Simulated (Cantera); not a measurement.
Input: 1 mol Si₂Cl₆, 3.9 mol NH₃, 0.15 mol H₂, at 1330 Pa.

These are equilibrium values from Cantera (NASA tables, ideal gas, pure condensed phases), not measurements of a reactor. Candidate condensed phases: NH₄Cl, Si, Si₃N₄; 28 gas species. The feed counts by its element totals alone. The tables' values for SiCl₃ are old estimates; treat these amounts as uncertain. Rates play no part.

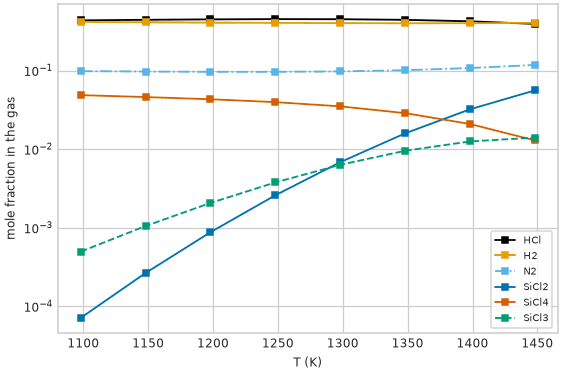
*Equilibrium gas composition (values under 1e-9 drawn at 1e-9)*

Task: Read off the mole fractions at 1248 K.

Result: HCl about 0.45, H₂ about 0.40, N₂ about 0.096, SiCl₄ about 0.040, SiCl₃ about 0.0038, SiCl₂ about 0.0026.
